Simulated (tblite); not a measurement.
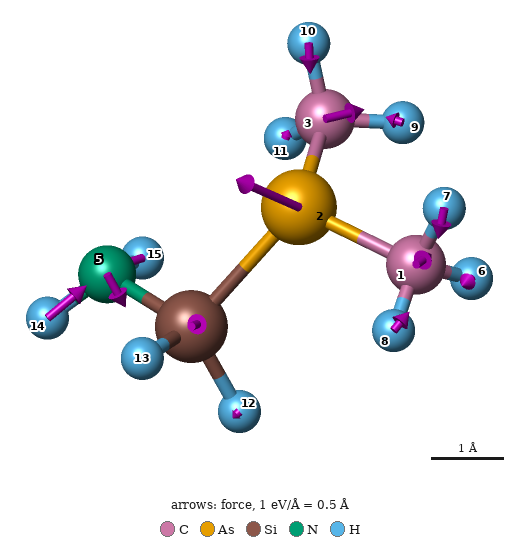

Starting geometry of C2H10AsNSi with the computed forces as purple arrows. A ball-and-stick model, seen from a free direction.

Theory: GFN2-xTB geometry optimisation, gas phase in tblite. 

Is this structure relaxed? If not, where do the atoms go?

Answer. It isn't relaxed: the largest force vector, on the As atom, is 2.87 eV/Å. The final displacements have little in common with the starting forces (cosine between the two patterns 0.27). Over 133 geometry steps the energy falls by 0.982 eV. The atom that moves furthest after the best rigid fit is an H atom (1.18 Å). By element the largest moves are H 1.18 Å, As 0.49 Å, C 0.43 Å, N 0.33 Å, Si 0.33 Å. Near-neighbour distances that change, for instance: N–Si 1.776 → 1.726 Å, As–C 1.941 → 1.982 Å, H–N 1.046 → 1.007 Å, C–H 1.119 → 1.091 Å. Bond angles that change, for instance: C–As–C 113.2° → 96.2°, C–As–Si 112.8° → 97.0°, C–As–Si 110.1° → 95.3°.
